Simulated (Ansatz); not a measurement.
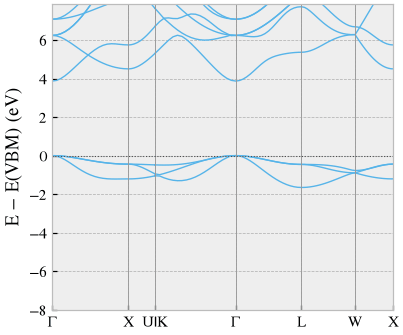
*Band structure from the program Ansatz at the LDA level (PAW)*

Problem. Read off the gap and where the band edges lie.

Solution. About 3.9 eV (3.87 eV by a search for the band edges); maximum at Γ, minimum at Γ.

The material is KI (rock salt, Fm-3m).

The LDA relaxation kept the symmetry of its start; phonons on a q-mesh show no instability. Scalar-relativistic: spin–orbit coupling is off unless named, which matters more the heavier the elements.

Potentials: the later of the program's two PAW sets.
